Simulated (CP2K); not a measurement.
Consider carbon suboxide at its PBE geometry (Å).

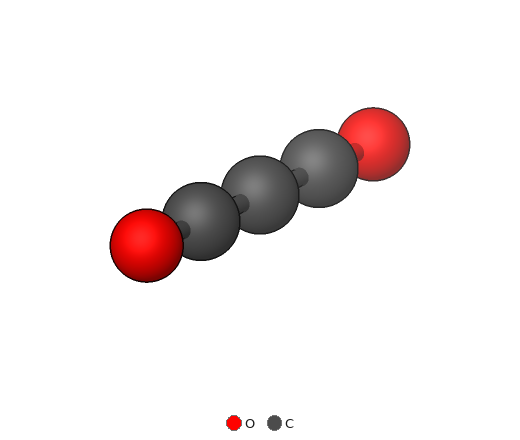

The molecule (oxygen red, carbon dark grey).

```xyz
5

O    -2.1796   -0.2218    1.1129
C    -1.1353   -0.1164    0.5804
C     0.0000    0.0000    0.0000
C     1.1353    0.1164   -0.5804
O     2.1796    0.2218   -1.1129
```

Method: CP2K XAS_TDP, all-electron GAPW, PBEh(45%), aug-cc-pVTZ, TDA, no relativity.

**Question.** Where do the O K-edge lines lie, and how strong are they?

Leading lines: O1 528.85 eV. The leading line of an atom is its first one with 35 % of the strongest within 2.5 eV of its lowest line over the strength cut. 

The first six lines of each atom with a strength over 0.0015:

```
                     atom  energy (eV)  states  strength, one atom
O1 (bonded to C), 2 alike       528.85       2              0.0644
                                532.88       1              0.0027
                                534.55       2              0.0026
                                535.21       1              0.0112
                                535.53       1              0.0099
                                535.82       2              0.0022
```

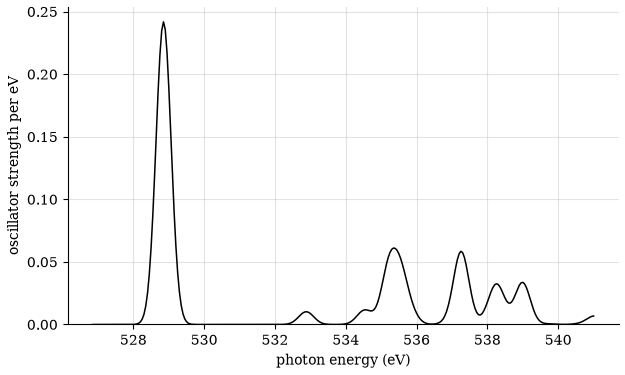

All atoms added, broadened by 0.5 eV.

Lines are vertical, at one geometry, with no vibrational structure. Without a correction of the core level, line positions, and the gaps between valence and Rydberg lines, follow the share of exact exchange. At this level such K lines come out 3 to 6 eV under measured ones. These values hold no scalar relativity, about 0.4 eV for O 1s. Rydberg lines, and the discretised continuum above threshold, depend on the basis and the box.

[Banner, clock and machine lines of the logs are left out without a mark of their own.]

[Logs are printed without paths, hosts, clocks, repeated set-up lines and the standing remarks that a program may print on its own settings, such as how far it seeks lower states.]

[Hosts, paths, dates, database ids (printed as entryN), source tags and the programs' standing remarks are cut or masked in the printed files.]
